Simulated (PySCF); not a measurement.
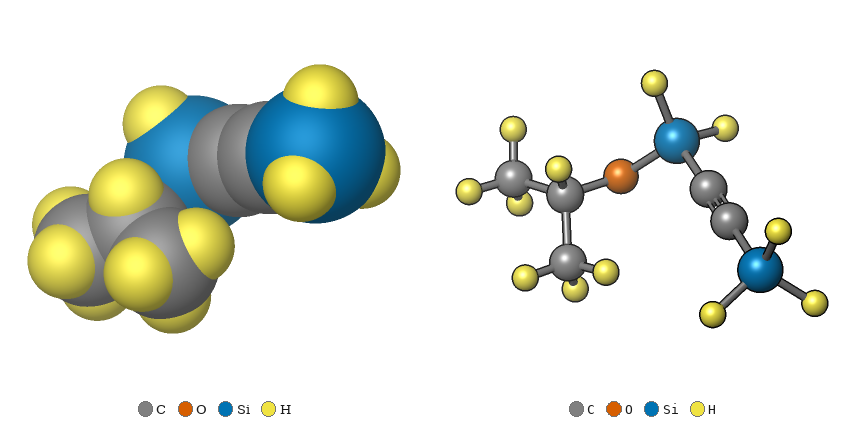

Both panels show the same species.

Computed geometry: PBE0-D3(BJ)/def2-SVP optimisation. No frequency run is at hand to confirm it as a minimum.

**What is the molecular formula?**

C₅H₁₂OSi₂, 20 atoms: 5 carbon, 12 hydrogen, 1 oxygen and 2 silicon.

**Count the bonded pairs by element.**

7 C–H, 5 Si–H, 3 C–C, 2 C–Si, 1 C–O, 1 O–Si.

**Which point group does it belong to?**

C1.

**What is its SMILES?**

CC(C)O[SiH2]C#C[SiH3]

More results for the same structure follow; atom numbers are the same in all pictures, views and colours differ.

Shape

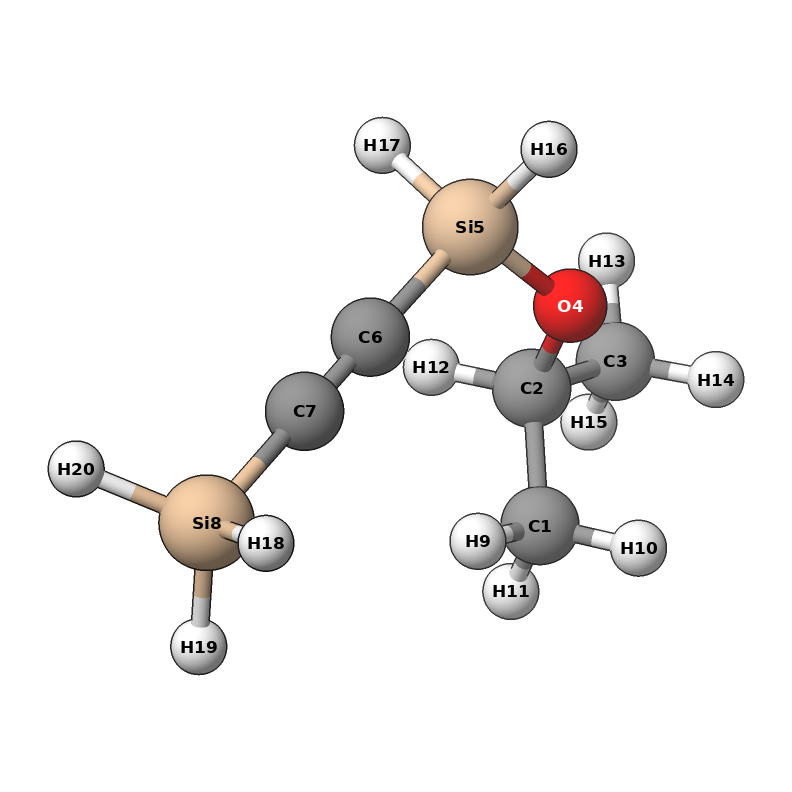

Numbered structure. No frequency run is at hand to confirm it as a minimum.

Give the bond lengths. Leave out bonds to hydrogen.

```csv
bond,length (Å),order
C1–C2,1.518,single
C2–C3,1.516,single
C2–O4,1.423,single
O4–Si5,1.656,single
Si5–C6,1.843,single
C6–C7,1.225,triple
C7–Si8,1.835,single
```

Polarisability

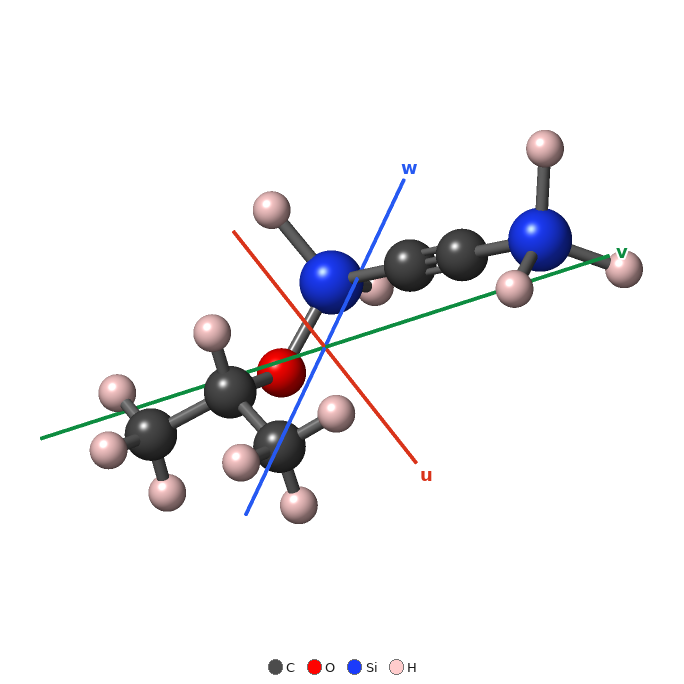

The lines u, v and w are the principal axes of the static dipole polarisability. No frequency run is at hand to confirm it as a minimum. Method: B3LYP/def2-SVPD (PySCF 2.14.0).

**Along which axis is the molecule most polarisable, and along which least?**

Most along v, least along u.

**Give the three principal values.**

u 95.5, v 156.9, w 110.9 bohr³; mean 121.1, anisotropy 55.3 bohr³.

Core levels

No frequency run is at hand to confirm it as a minimum. Method: delta-SCF UKS SCAN, pcX-2 on the ionised atom, pcseg-1 elsewhere, spin-free X2C (PySCF 2.14.0).

Give the core-electron binding energies (to vacuum; p and d levels without spin–orbit splitting) of C1 1s, C2 1s, O4 1s, Si5 1s, Si5 2p, C6 1s, C7 1s, Si8 1s, Si8 2p.

```tsv
atom	level	binding energy (eV)
C1	1s	290.5
C2	1s	292.2
O4	1s	537.7
Si5	1s	1847.4
Si5	2p	107.6
C6	1s	289.9
C7	1s	289.9
Si8	1s	1847.0
Si8	2p	107.4
```

NMR shielding

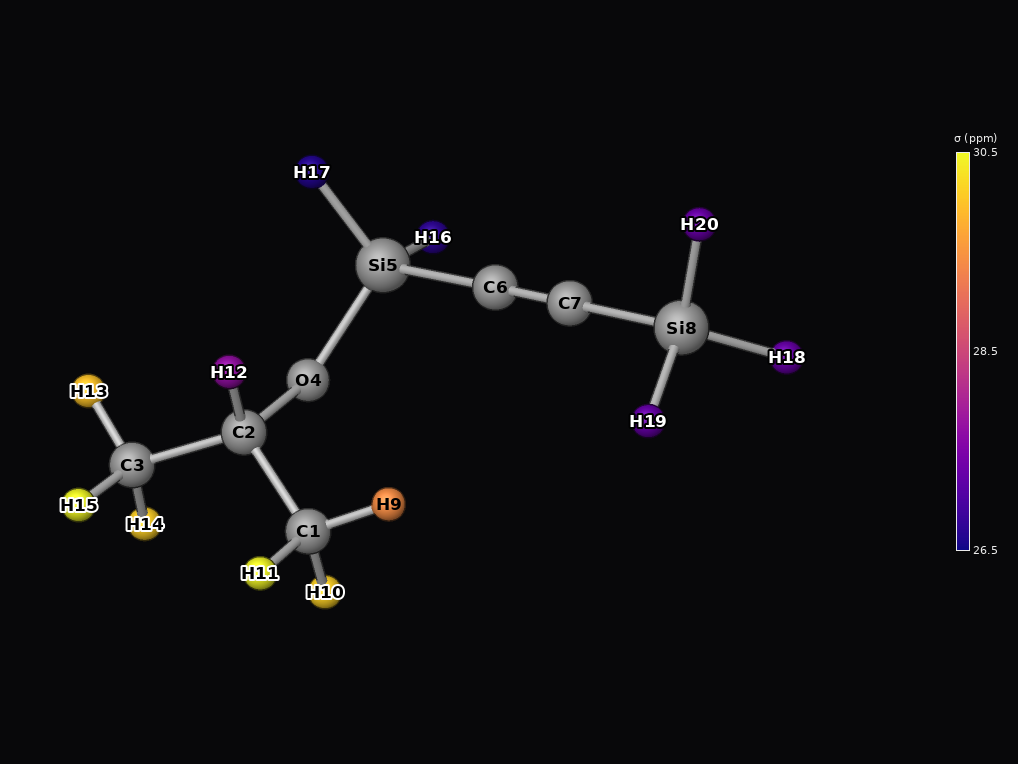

Atoms are coloured by their isotropic NMR shieldings (H only, the others grey). No frequency run is at hand to confirm it as a minimum. Properties computed with GIAO ωB97X-D/pcSseg-1 NMR shielding, non-relativistic, gas phase (PySCF 2.14.0).

**Which H atom is the most shielded (lowest chemical shift)?**

H11, H15 (30.47 ppm).

**Which H atom is the least shielded (highest chemical shift)?**

H17 (26.65 ppm).

**How wide is the range of H shifts?**

3.82 ppm.

List the isotropic NMR shieldings of the H atoms.

```tsv
atom	σ (ppm)
H9	29.42
H10	30.11
H11	30.47
H12	27.73
H13	29.99
H14	30.09
H15	30.47
H16	26.72
H17	26.65
H18	27.27
H19	27.26
H20	27.28
```
